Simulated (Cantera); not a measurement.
A closed system holds: 1 mol Fe, 0.44 mol O2, 51 mol N2, held at 100000 Pa.

Cantera equilibrium calculation (NASA polynomials, part measured and part estimated; ideal gas, pure solids and liquids). Candidate condensed phases: Fe, FeO, Fe2O3, Fe3O4; 11 gas species. Mutual solubility and eutectic melting of coexisting phases are not modelled. The tables' stoichiometric FeO is somewhat more stable than real wüstite, so its field is too wide. FeO: taken at fixed stoichiometry. The numbers say what is thermodynamically allowed, not how fast it happens.

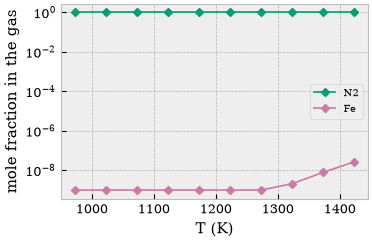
Equilibrium gas composition (values under 1e-9 drawn at 1e-9)

From 973 K to 1173 K the condensed part is Fe(α) + FeO(s). From 1223 K to 1423 K the condensed part is Fe(γ) + FeO(s).
